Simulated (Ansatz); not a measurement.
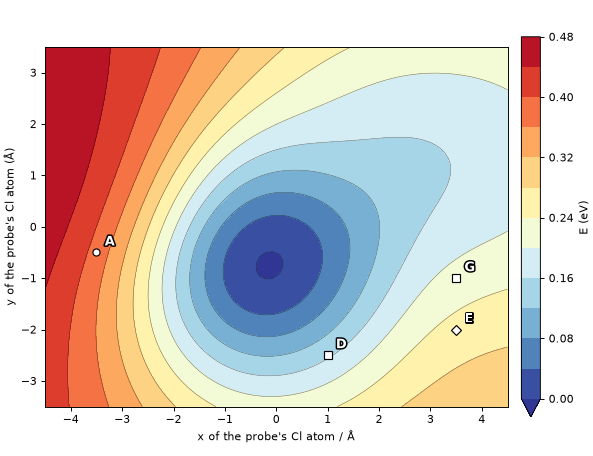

BrGaH₄OSi (SMILES O[SiH2][GaH][Br]) with the probe Cl-. The probe is moved over a plane parallel to the molecule's main plane, 4.30 Å above it. Coordinates scanned: (1) x of the probe's Cl atom; (2) y of the probe's Cl atom. Nothing is relaxed (molecule and probe rigid). The grid has 19 × 15 points. Energies: eV, counted from the lowest grid point. Method: RHF/def2-SVPD (Ansatz 0.2.0).

Drawn: filled contours, lettered points. Between grid points the surface is interpolated.

Rank the lettered points by energy, lowest first.

Answer. D (0.154 eV), G (0.214 eV), E (0.254 eV), A (0.384 eV).

What kind of point is each of A, D, E, G: minimum, saddle, maximum or slope?

Answer. A: on a slope; D: on a slope; E: on a slope; G: on a slope. (In these two coordinates alone; a stationary point may lie a little off the grid point.)
